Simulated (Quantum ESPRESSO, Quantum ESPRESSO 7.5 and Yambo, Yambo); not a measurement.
**A GW chain in Yambo: Diamond (Fd-3m, 2 atoms a cell)**

Aim: the G0W0 gap of Diamond (Fd-3m, 2 atoms a cell) on PBE, step by step.

Program: Quantum ESPRESSO 7.5 and Yambo 5.3.0. Level of theory: PBE and many-body steps on it, plane waves. Results are calculated unless marked as measured.

**The experiments to reproduce.**

- Gap 5.5 eV: band gap, experimental literature value; bulk crystal (quoted in “Fermi level pinning by defects can explain the large reported carbon 1s binding energy variations in diamond”, 2019, arxiv:1902.02958).

- Gap 5.47 eV: experimental band gap used as input; bulk crystal (quoted in “Enhanced Electron Emission Performance and Air‐Surface Stability in ScO‐Terminated Diamond for Thermionic Energy Converters”, 2024, pmc:11600692).

Report form: the programs' logs are mostly left out.

### 1. The starting structure

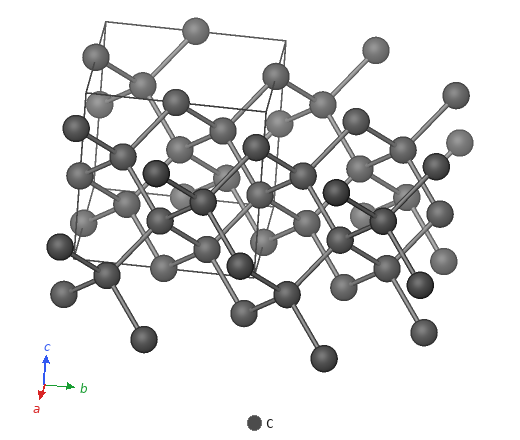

Start, viewed slightly off an axis; carbon dark grey. 2×2×1 cells are drawn. This picture shows the conventional cell, with its axes. Some periodic images of atoms are drawn too.

Structure file:

```cif
data_structure
_symmetry_space_group_name_H-M 'Fd-3m:1'
_symmetry_Int_Tables_number 227
_cell_length_a 3.5667
_cell_length_b 3.5667
_cell_length_c 3.5667
_cell_angle_alpha 90.000
_cell_angle_beta 90.000
_cell_angle_gamma 90.000
_cell_volume 45.37
loop_
_atom_site_label
_atom_site_type_symbol
_atom_site_symmetry_multiplicity
_atom_site_Wyckoff_symbol
_atom_site_fract_x
_atom_site_fract_y
_atom_site_fract_z
_atom_site_occupancy
C1 C 8 b 0.00000 0.00000 0.50000 1
```

The cell and positions come from the Crystallography Open Database and are kept as given unless a step says otherwise.

### 2. Ground state

This step: Quantum ESPRESSO 7.5; DFT, PBE, plane waves, norm-conserving pseudopotentials.

The ground-state density comes first.

Input file pw.in:

```
&control
  calculation = 'scf'
  prefix = 'x'
  outdir = 'o'
  pseudo_dir = 'pseudo'
/
&system
  ibrav = 0
  nat = 2
  ntyp = 1
  ecutwfc = 74.0
  nbnd = 9
  force_symmorphic = .true.
/
&electrons
  conv_thr = 1e-10
  electron_maxstep = 80
  mixing_beta = 0.5
/
ATOMIC_SPECIES
  C 12.011 C.upf
CELL_PARAMETERS angstrom
  -0.0000000000 1.7833700000 1.7833700000
  1.7833700000 0.0000000000 1.7833700000
  1.7833700000 1.7833700000 0.0000000000
ATOMIC_POSITIONS crystal
  C 0.0000000000 0.0000000000 0.0000000000
  C 0.2500000000 0.2500000000 0.2500000000
K_POINTS automatic
  10 10 10 0 0 0
```

On the command line:

```bash
> OMP_NUM_THREADS=1 mpirun -n 8 pw.x -nk 8 -in pw.in > pw.out
```

It took 2.4 s on 8 MPI ranks of Intel Xeon 6975P-C (Granite Rapids), shared host; peak memory 0.4 GiB.

This step gave:

| Property | Result |
| --- | --- |
| total energy | -327.5613 eV |
| gap | 4.229 eV |
| k of the valence top | 0, 0, 0 |
| k of the conduction bottom | 0, 0.4, 0.4 |
| least direct gap | 5.626 eV |

The gap is indirect, with the least direct gap 1.40 eV higher.

### 3. Bands along the symmetry lines

The cheap functional maps the bands first; the places of the edges decide which points the dearer methods must see.

Input file pw.in:

```
&control
  calculation = 'bands'
  prefix = 'x'
  outdir = 'o'
  pseudo_dir = 'pseudo'
/
&system
  ibrav = 0
  nat = 2
  ntyp = 1
  ecutwfc = 74.0
  nbnd = 10
  force_symmorphic = .true.
/
&electrons
  conv_thr = 1e-9
  electron_maxstep = 80
  diago_full_acc = .true.
  diago_thr_init = 5e-6
/
ATOMIC_SPECIES
  C 12.011 C.upf
CELL_PARAMETERS angstrom
  -0.0000000000 1.7833700000 1.7833700000
  1.7833700000 0.0000000000 1.7833700000
  1.7833700000 1.7833700000 0.0000000000
ATOMIC_POSITIONS crystal
  C 0.0000000000 0.0000000000 0.0000000000
  C 0.2500000000 0.2500000000 0.2500000000
K_POINTS crystal
  50
  0.00000000 0.00000000 0.00000000 1
  0.06250000 0.00000000 0.06250000 1
  0.12500000 0.00000000 0.12500000 1
  0.18750000 0.00000000 0.18750000 1
  0.25000000 0.00000000 0.25000000 1
  0.31250000 0.00000000 0.31250000 1
  0.37500000 0.00000000 0.37500000 1
  0.43750000 0.00000000 0.43750000 1
  0.50000000 0.00000000 0.50000000 1
  0.51562500 0.03125000 0.51562500 1
  0.53125000 0.06250000 0.53125000 1
  0.54687500 0.09375000 0.54687500 1
  0.56250000 0.12500000 0.56250000 1
  0.57812500 0.15625000 0.57812500 1
  0.59375000 0.18750000 0.59375000 1
  0.60937500 0.21875000 0.60937500 1
  0.62500000 0.25000000 0.62500000 1
  0.37500000 0.37500000 0.75000000 1
  0.32812500 0.32812500 0.65625000 1
  0.28125000 0.28125000 0.56250000 1
  0.23437500 0.23437500 0.46875000 1
  0.18750000 0.18750000 0.37500000 1
  0.14062500 0.14062500 0.28125000 1
  0.09375000 0.09375000 0.18750000 1
  0.04687500 0.04687500 0.09375000 1
  0.00000000 0.00000000 0.00000000 1
  0.06250000 0.06250000 0.06250000 1
  0.12500000 0.12500000 0.12500000 1
  0.18750000 0.18750000 0.18750000 1
  0.25000000 0.25000000 0.25000000 1
  0.31250000 0.31250000 0.31250000 1
  0.37500000 0.37500000 0.37500000 1
  0.43750000 0.43750000 0.43750000 1
  0.50000000 0.50000000 0.50000000 1
  0.50000000 0.46875000 0.53125000 1
  0.50000000 0.43750000 0.56250000 1
  0.50000000 0.40625000 0.59375000 1
  0.50000000 0.37500000 0.62500000 1
  0.50000000 0.34375000 0.65625000 1
  0.50000000 0.31250000 0.68750000 1
  0.50000000 0.28125000 0.71875000 1
  0.50000000 0.25000000 0.75000000 1
  0.50000000 0.21875000 0.71875000 1
  0.50000000 0.18750000 0.68750000 1
  0.50000000 0.15625000 0.65625000 1
  0.50000000 0.12500000 0.62500000 1
  0.50000000 0.09375000 0.59375000 1
  0.50000000 0.06250000 0.56250000 1
  0.50000000 0.03125000 0.53125000 1
  0.50000000 0.00000000 0.50000000 1
```

It took 1.6 s on 8 MPI ranks; peak memory 0.05 GiB; 8.1 s of CPU time.

This step gave:

```yaml
gap: 4.190 eV
k_of_the_valence_top: 0, 0, 0
k_of_the_conduction_bottom: 0.375, 0, 0.375
least_direct_gap: 5.626 eV
```

The gap is 4.190 eV, −0.039 eV from the run before at this level.

The electronic bands at the labelled points (eV, zero at the top of the highest filled band; v1 is the highest filled band, c1 the lowest empty one):

| point | v4 | v3 | v2 | v1 | c1 | c2 | c3 | c4 |
| --- | --- | --- | --- | --- | --- | --- | --- | --- |
| Γ | -21.49 | 0.00 | 0.00 | 0.00 | 5.63 | 5.63 | 5.63 | 13.33 |
| X | -12.78 | -12.78 | -6.32 | -6.32 | 4.83 | 4.83 | 16.82 | 16.82 |
| U | -12.99 | -11.74 | -9.33 | -5.38 | 5.74 | 10.80 | 14.39 | 15.64 |
| jump to K | -12.99 | -11.74 | -9.33 | -5.38 | 5.74 | 10.80 | 14.39 | 15.64 |
| Γ | -21.49 | 0.00 | 0.00 | 0.00 | 5.63 | 5.63 | 5.63 | 13.33 |
| L | -15.71 | -13.39 | -2.81 | -2.81 | 8.52 | 8.52 | 8.89 | 15.71 |
| W | -11.99 | -11.99 | -8.33 | -8.33 | 10.68 | 10.68 | 12.35 | 12.35 |
| X | -12.78 | -12.78 | -6.32 | -6.32 | 4.83 | 4.83 | 16.82 | 16.82 |

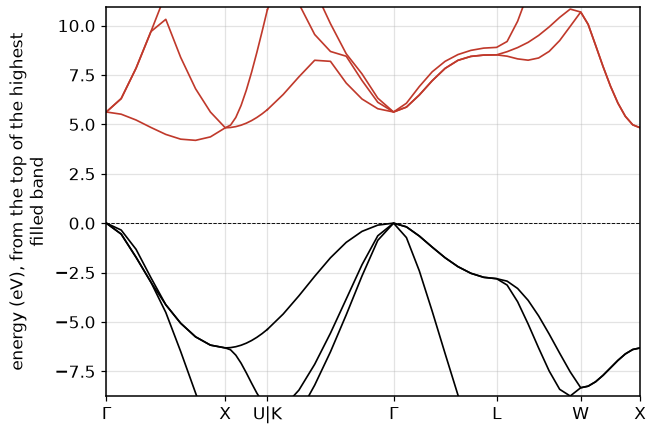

Electronic bands along the path; lines of filled and empty bands in two colours.

### 4. Empty states on the mesh, 10×10×10 mesh, 137 bands

The sums over transitions need many empty states on a uniform mesh; this step solves for them.

Input file pw.in:

```
&control
  calculation = 'nscf'
  prefix = 'x'
  outdir = 'o'
  pseudo_dir = 'pseudo'
/
&system
  ibrav = 0
  nat = 2
  ntyp = 1
  ecutwfc = 74.0
  nbnd = 137
  force_symmorphic = .true.
/
&electrons
  conv_thr = 1e-9
  electron_maxstep = 80
  diago_full_acc = .true.
  diago_thr_init = 5e-6
/
ATOMIC_SPECIES
  C 12.011 C.upf
CELL_PARAMETERS angstrom
  -0.0000000000 1.7833700000 1.7833700000
  1.7833700000 0.0000000000 1.7833700000
  1.7833700000 1.7833700000 0.0000000000
ATOMIC_POSITIONS crystal
  C 0.0000000000 0.0000000000 0.0000000000
  C 0.2500000000 0.2500000000 0.2500000000
K_POINTS automatic
  10 10 10 0 0 0
```

On the command line:

```bash
> OMP_NUM_THREADS=1 mpirun -n 8 pw.x -nk 4 -in pw.in > pw.out
```

Wall time 9.3 s (8 MPI ranks); peak memory 0.45 GiB; 67 s of CPU time.

Numbers from this step:

```yaml
gap: 4.229 eV
k_of_the_valence_top: 0, 0, 0
k_of_the_conduction_bottom: 0, 0.4, 0.4
least_direct_gap: 5.626 eV
k_points_computed: 47
lowest_point_of_the_top_converged_band_above_the_valence_top: 268.4129 eV
```

On this mesh the gap is 4.229 eV.

### 5. Conversion and set-up

This step: Yambo 5.3.0; conversion and set-up on PBE, plane waves, norm-conserving pseudopotentials.

The states are converted to the many-body program's format and the q mesh is built.

On the command line:

```bash
> (cd o/x.save; p2y > p2y.log; mv SAVE ../..); yambo > setup.log
```

Elapsed: 2.4 s, on 1 MPI rank; peak memory 0.24 GiB.

### 6. Screening and self-energy, 10×10×10 mesh, 137 bands, screening to 353.7 eV

Now the one-shot GW correction: screening in the RPA, then the self-energy of the levels asked for.

This step: G0W0 on PBE, plane waves, norm-conserving pseudopotentials.

Input file gw3.in:

```
HF_and_locXC
gw0
dyson
ppa
em1d
rim_cut
RandQpts= 1000000
RandGvec= 1 RL
EXXRLvcs= 74 Ry
VXCRLvcs= 296 Ry
Chimod= "HARTREE"
% BndsRnXp
 1 | 137 |
%
NGsBlkXp= 26 Ry
% LongDrXp
 1 | 1 | 1 |
%
% GbndRnge
 1 | 137 |
%
DysSolver= "n"
ExtendOut
PPAPntXp= 27.21138 eV
% QPkrange
 1 | 1 | 3 | 6 |
 28 | 28 | 3 | 6 |
%
```

On the command line:

```bash
> OMP_NUM_THREADS=1 mpirun -n 8 yambo -F gw3.in -J gw3 -C gw3 > gw3.log
```

Wall time 9.7 min (8 MPI ranks); peak memory 3.5 GiB.

Numbers from this step:

- G0W0 gap on the points computed: 5.524 eV
- starting gap on the mesh: 4.229 eV
- k of the valence top: 0, 0, 0
- k of the conduction bottom: 0, 0.4, 0.4
- least direct G0W0 gap on the computed points: 7.405 eV
- Z at the valence top: 0.8300
- Z at the conduction bottom: 0.8411

The gap on the mesh goes from 4.23 eV to 5.52 eV, a correction of +1.29 eV.

Limits: finite bands, cutoff and mesh. v1 is the top filled band, c1 the lowest empty one. The levels before and after the correction (eV, zero at the valence-band top of each column):

|  | conduction bottom | valence top |
| --- | --- | --- |
| Kohn-Sham | 4.23 | 0.00 |
| G0W0 | 5.52 | 0.00 |

|  | level | energy (eV) |
| --- | --- | --- |
| Kohn-Sham | Γ v2-v1 | 0.000 |
| Kohn-Sham | Γ c1-c2 | 5.626 |
| Kohn-Sham | (0 0.4 0.4) v2-v1 | -5.955 |
| Kohn-Sham | (0 0.4 0.4) c1 | 4.229 |
| Kohn-Sham | (0 0.4 0.4) c2 | 6.283 |
| G0W0 | Γ v2-v1 | 0.000 |
| G0W0 | Γ c1-c2 | 7.405 |
| G0W0 | (0 0.4 0.4) v2-v1 | -6.314 |
| G0W0 | (0 0.4 0.4) c1 | 5.524 |
| G0W0 | (0 0.4 0.4) c2 | 7.571 |

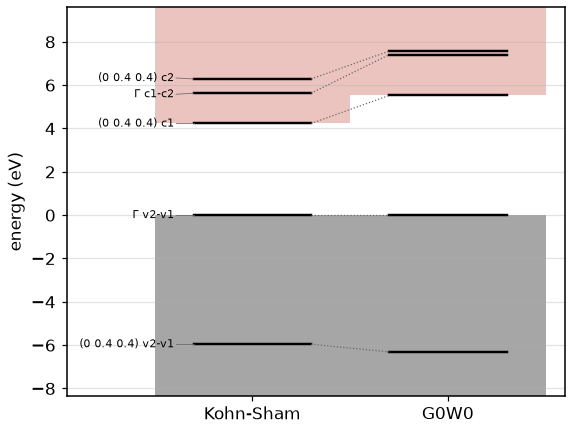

Levels before and after the correction. Shaded: valence and conduction bands.

### 7. Where the time went

Times are wall times on the hardware named with each run, good to a factor of about two.

| step | time | share | memory (GiB) |
| --- | --- | --- | --- |
| ground state | 2.4 s | 0 % | 0.4 |
| bands along the symmetry lines | 1.6 s | 0 % | 0.05 |
| empty states on the mesh | 9.3 s | 2 % | 0.45 |
| conversion and set-up | 2.4 s | 0 % | 0.24 |
| screening and self-energy | 9.7 min | 97 % | 3.5 |

### 8. What came out

```yaml
pbe_gap: 4.19 eV, indirect
g0w0_gap_on_the_mesh: 5.52 eV
g0w0_gap_over_the_zone_rigid_shift: 5.49 eV
gw_settings: 10×10×10 mesh, 137 bands, screening to 353.7 eV, Godby-Needs plasmon pole
known_limits: not at the basis limit
```

What this shows: G0W0 moves the gap on the mesh from 4.23 eV to 5.52 eV (+1.29 eV), with Z of 0.83 and 0.84 at the edges. The mesh misses the band edges by 0.04 eV in all; a rigid shift gives 5.49 eV for the zone. Only 2 of the mesh's irreducible points were corrected, so a valley elsewhere could overtake. The dearest step here is «screening and self-energy». Against experiment, by G0W0@PBE: the gap of 5.49 eV lies −0.01 eV from the measured 5.5 eV (kind not stated, quoted 2019); the gap of 5.49 eV lies +0.02 eV from the measured 5.47 eV (kind not stated, quoted 2024). The calculation has static nuclei and no excitons; a measured gap holds zero-point and thermal motion, which mostly lowers it. Bands and cutoff are finite, so the gap is not at the basis limit. The miss can reach some tenths of an eV and take either sign; the mesh is an error of its own. In the G0W0 run levels were corrected at 2 k points alone, so a gap called «on the mesh» is the least over those, and an edge elsewhere would be missed.

[Paths, hosts, dates, memory and timing lines, banners, echoed tables and standing remarks are left out of the program output.]

[Logs are printed without paths, hosts, clocks, repeated set-up lines and the standing remarks that a program may print on its own settings, such as how far it seeks lower states.]

[Runs of the session that timed out or met a known fault of the program may be left out.]

[Hosts, paths, dates, database ids (printed as entryN), source tags and the programs' standing remarks are cut or masked in the printed files.]
